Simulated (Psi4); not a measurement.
# singlet SiH3Se+ at 5 levels

Aim: a comparison of 5 runs (HF/STO-3G, HF/3-21G, B3LYP/6-31G*, HSE06/cc-pVTZ) of singlet SiH3Se+. 

The calculation is run with Psi4 1.11.

## (1) The system as given

The species is SiH3Se+ (5 atoms), meant as a singlet with charge +1. SMILES of the parent species: `[SiH2][SeH]`. Geometry: relaxed at PBE0-D4/def2-TZVP. This is one conformer, not always the lowest. That shape belongs to the parent species and isn't relaxed for this state.

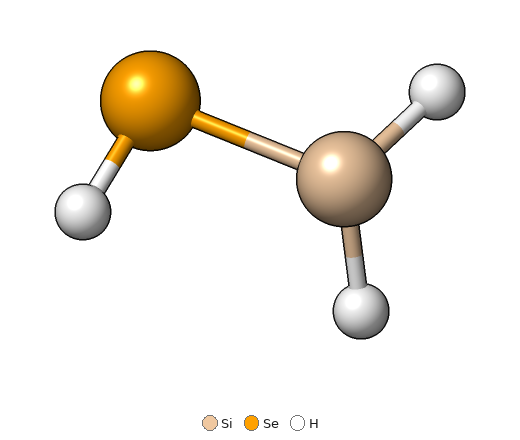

Viewed from a chosen angle; silicon light orange, selenium orange, hydrogen white.

## (2) A single-point energy at HF/STO-3G (run 1)

input.in

```
memory 1600 MB

molecule system {
  1 1
  Si     0.11508432    -1.49628515     0.38890564
  Se     1.46756131     2.23441217    -1.25080972
  H     -2.46476978    -1.24003828     1.49590720
  H      0.06462863    -3.27187181    -1.79297215
  H      0.91198183     3.63451026     1.08092334
  units bohr
  symmetry c1
  no_reorient
  no_com
}

set {
  reference     rhf
  puream        true
  e_convergence 1e-09
  d_convergence 1e-08
  scf_type      pk
}

result, w = energy('hf/STO-3G', return_wfn=True)
print_variables()
```

Launch:

```console
$ psi4 input.in input.out -n 1
```

input.out:

```text
[...]
  Running in c1 symmetry.
[...]
  Nuclear repulsion =  147.937373213038853
[...]
  Multiplicity = 1
[...]
  Nalpha       = 25
  Nbeta        = 25
[...]
    Number of basis functions: 30
[...]
   @RHF iter   1: -2660.38710880027975   -2.87944e+00   1.56331e-02 ADIIS/DIIS
[...]
   @RHF iter  12: -2660.65864904655928   -2.72848e-12   6.63890e-09 DIIS
[...]
    Orbital Energies [Eh]
    ---------------------
    Doubly Occupied:
       1A   -455.891261     2A    -68.333914     3A    -59.053257
       4A    -53.767998     5A    -53.767242     6A    -53.765939
       7A     -8.512196     8A     -6.352078     9A     -6.347917
      10A     -6.339616    11A     -6.312251    12A     -4.335792
      13A     -4.334764    14A     -4.334524    15A     -1.971847
      16A     -1.971063    17A     -1.962705    18A     -1.958868
      19A     -1.957313    20A     -1.080075    21A     -0.896504
      22A     -0.721005    23A     -0.669139    24A     -0.590377
      25A     -0.523914
[...]
  @RHF Final Energy: -2660.65864904655928
   => Energetics <=
    Nuclear Repulsion Energy =            147.9373732130388532
    One-Electron Energy =               -4005.6889271450900196
    Two-Electron Energy =                1197.0929048854918619
    Total Energy =                      -2660.6586490465592760
[...]
 Multipole Moments:
 ------------------------------------------------------------------------------------
     Multipole            Electronic (a.u.)      Nuclear  (a.u.)        Total (a.u.)
 ------------------------------------------------------------------------------------
 L = 1.  Multiply by 2.5417464519 to convert [e a0] to [Debye]
 Dipole X            :        -49.6785536           50.0201057            0.3415521
 Dipole Y            :        -54.8267741           54.1446219           -0.6821522
 Dipole Z            :         37.1138113          -36.2989931            0.8148182
 Magnitude           :                                                    1.1162071
[...]
```

Wall time 2.2 s (1 thread of Intel Xeon Platinum 8259CL at 2.50GHz (Skylake/Cascade Lake), shared host); peak memory 0.2 GiB.

## (3) A single-point energy at HF/3-21G (run 2)

h3sesi.inp

```
memory 1.6 GB

molecule {
  1 1
  Si     0.060900    -0.791800     0.205800
  Se     0.776600     1.182400    -0.661900
  H     -1.304300    -0.656200     0.791600
  H      0.034200    -1.731400    -0.948800
  H      0.482600     1.923300     0.572000
  units angstrom
  symmetry c1
  no_reorient
  no_com
}

set {
  puream        true
  e_convergence 1e-09
  d_convergence 1e-08
  scf_type      pk
}

result, w = energy('scf/3-21G', return_wfn=True)
oeprop(w, 'WIBERG_LOWDIN_INDICES', 'DIPOLE', 'MULLIKEN_CHARGES', title='SCF')
```

Launch:

```console
$ psi4 -i h3sesi.inp -o h3sesi.out -n 1
```

h3sesi.out:

```text
[...]
  Running in c1 symmetry.
[...]
  Nuclear repulsion =  147.937373273399146
[...]
  Multiplicity = 1
[...]
  Nalpha       = 25
  Nbeta        = 25
[...]
    Number of basis functions: 41
[...]
   @RHF iter   1: -2677.00450613010025   -2.50889e+00   1.56917e-02 ADIIS/DIIS
[...]
   @RHF iter  13: -2677.27801562381774   -1.81899e-12   3.78948e-09 DIIS
[...]
    Orbital Energies [Eh]
    ---------------------
    Doubly Occupied:
       1A   -458.205807     2A    -68.607322     3A    -60.623359
       4A    -54.126371     5A    -54.125890     6A    -54.124958
       7A     -9.116303     8A     -6.822958     9A     -6.819834
      10A     -6.813731    11A     -6.418073    12A     -4.512791
      13A     -4.511471    14A     -4.511045    15A     -2.794703
      16A     -2.793842    17A     -2.787314    18A     -2.784010
      19A     -2.782857    20A     -1.173886    21A     -0.938527
      22A     -0.765479    23A     -0.713907    24A     -0.657888
      25A     -0.590678
[...]
  @RHF Final Energy: -2677.27801562381774
   => Energetics <=
    Nuclear Repulsion Energy =            147.9373732733991460
    One-Electron Energy =               -4014.1847700389939746
    Two-Electron Energy =                1188.9693811417766938
    Total Energy =                      -2677.2780156238177369
[...]
 Multipole Moments:
 ------------------------------------------------------------------------------------
     Multipole            Electronic (a.u.)      Nuclear  (a.u.)        Total (a.u.)
 ------------------------------------------------------------------------------------
 L = 1.  Multiply by 2.5417464519 to convert [e a0] to [Debye]
 Dipole X            :        -49.6278505           50.0201057            0.3922552
 Dipole Y            :        -54.6387265           54.1446219           -0.4941046
 Dipole Z            :         36.9207873          -36.2989933            0.6217941
 Magnitude           :                                                    0.8857942
[...]
  Mulliken Charges: (a.u.)
   Center  Symbol    Alpha    Beta     Spin     Total
       1    SI     6.57640  6.57640  0.00000  0.84720
       2    SE    16.94228 16.94228  0.00000  0.11544
       3     H     0.50811  0.50811  0.00000 -0.01622
       4     H     0.51312  0.51312  0.00000 -0.02624
       5     H     0.46009  0.46009  0.00000  0.07983
   Total alpha = 25.00000, Total beta = 25.00000, Total charge =  1.00000
  Wiberg Bond Indices using Orthogonal Lowdin Orbitals:
[...]
```

Run time: 2.4 s. Hardware: 1 thread of Intel Xeon Platinum 8259CL at 2.50GHz (Skylake/Cascade Lake), shared host; peak memory 0.2 GiB.

Runs 3 to 4 aren't shown in full; the table further down has their settings and results.

## (4) The energy at HSE06/cc-pVTZ (run 5)

input.in

```
memory 1600 MB

molecule mol {
  1 1
  Si     0.060900    -0.791800     0.205800
  Se     0.776600     1.182400    -0.661900
  H     -1.304300    -0.656200     0.791600
  H      0.034200    -1.731400    -0.948800
  H      0.482600     1.923300     0.572000
  units angstrom
  symmetry c1
  no_reorient
  no_com
}

set basis cc-pVTZ
set reference rks
set puream true
set e_convergence 1e-09
set d_convergence 1e-08
set scf_type pk
set dft_radial_points 99
set dft_spherical_points 590

e_tot, wfn = energy('hse06', return_wfn=True)
oeprop(wfn, 'MAYER_INDICES', 'LOWDIN_CHARGES', 'WIBERG_LOWDIN_INDICES')
print_variables()
```

Launch:

```console
$ psi4 input.in input.out -n 1
```

input.out:

```text
[...]
  Running in c1 symmetry.
[...]
  Nuclear repulsion =  147.937373273399146
[...]
  Multiplicity = 1
[...]
  Nalpha       = 25
  Nbeta        = 25
[...]
    Number of basis functions: 119
[...]
   @RKS iter   1: -2691.53745063701808   -1.70641e+00   1.40329e-02 ADIIS/DIIS
[...]
   @RKS iter  13: -2692.17137210140118   -5.45697e-12   4.00918e-09 DIIS
[...]
    Orbital Energies [Eh]
    ---------------------
    Doubly Occupied:
       1A   -454.535029     2A    -66.559520     3A    -58.471461
       4A    -52.474125     5A    -52.473390     6A    -52.472064
       7A     -8.139984     8A     -6.061307     9A     -6.059236
      10A     -6.054447    11A     -5.613320    12A     -3.951317
      13A     -3.945328    14A     -3.943400    15A     -2.385271
      16A     -2.384677    17A     -2.380827    18A     -2.379004
      19A     -2.378192    20A     -0.951075    21A     -0.754726
      22A     -0.624846    23A     -0.577938    24A     -0.555278
      25A     -0.493540
[...]
  @RKS Final Energy: -2692.17137210140118
   => Energetics <=
    Nuclear Repulsion Energy =            147.9373732733991460
    One-Electron Energy =               -4028.7338746501914102
    Two-Electron Energy =                1271.2040635206276420
    DFT Exchange-Correlation Energy =     -82.5789342452368516
    Empirical Dispersion Energy =           0.0000000000000000
    VV10 Nonlocal Energy =                  0.0000000000000000
    Total Energy =                      -2692.1713721014011753
[...]
 Multipole Moments:
 ------------------------------------------------------------------------------------
     Multipole            Electronic (a.u.)      Nuclear  (a.u.)        Total (a.u.)
 ------------------------------------------------------------------------------------
 L = 1.  Multiply by 2.5417464519 to convert [e a0] to [Debye]
 Dipole X            :        -49.5207181           50.0201057            0.4993876
 Dipole Y            :        -54.2624701           54.1446219           -0.1178482
 Dipole Z            :         36.5431298          -36.2989933            0.2441366
 Magnitude           :                                                    0.5682243
[...]
```

Wall time 2.8 min (1 thread of Intel Xeon Platinum 8259CL at 2.50GHz (Skylake/Cascade Lake), shared host); peak memory 1.7 GiB.

## (5) Overview of the runs

```
run                               level      task         integration grid   energy (Eh)  HOMO energy (eV)  LUMO energy (eV)  HOMO–LUMO gap (eV)  wall time
  1                           HF/STO-3G    energy                        –  -2660.658649            -14.26             -4.92                9.34      2.2 s
  2                            HF/3-21G    energy                        –  -2677.278016            -16.07             -7.36                8.71      2.4 s
  3  B3LYP/6-31G* (spherical functions)  gradient  99 radial × 590 angular  -2692.259021            -13.61            -10.37                3.24       15 s
  4  B3LYP/6-31G* (Cartesian functions)    energy  99 radial × 590 angular  -2692.268208            -13.61            -10.37                3.24       11 s
  5                       HSE06/cc-pVTZ    energy  99 radial × 590 angular  -2692.171372            -13.43            -10.52                2.91    2.8 min
```

## (6) Outcome

| quantity | value |
| --- | --- |
| run 5: total energy | -2692.17137 Eh |
| run 5: HOMO energy | -13.43 eV |
| run 5: LUMO energy | -10.52 eV |
| run 5: HOMO–LUMO gap | 2.91 eV |

What this shows: The HOMO–LUMO gap runs from 2.91 eV (HSE06/cc-pVTZ) to 9.34 eV (HF/STO-3G). The two ends differ in method and basis. Totals of different functionals can't be ranked against each other. In run 1 the basis is minimal, so the values are rough. All runs together took 3.3 min, the longest 2.8 min.
